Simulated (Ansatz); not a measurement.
```xyz
4

B    -0.5273    0.3944    0.5849
B     0.5275   -0.3940   -0.5850
As   -1.0995    0.4420   -1.2892
As    1.0993   -0.4423    1.2893
```

Geometry: B3LYP-D4/def2-SVP.

Level of theory: UKS PBE0-D4/def2-TZVP in Ansatz.

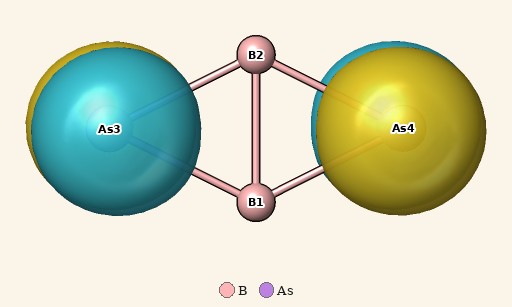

As$_{2}$B$_{2}$ (charge +1, doublet). The LUMO (β) at ±0.15 Å⁻³ᐟ² (yellow and cyan are the two phases), seen across its widest extent.

Question: Describe this orbital and give its energy.

Answer: Its weight (Hirshfeld) is mainly on As4 (about 45 %) and As3 (about 45 %); it changes sign across the molecular plane (π type); it is gerade (even under inversion). Its energy is −10.38 eV.
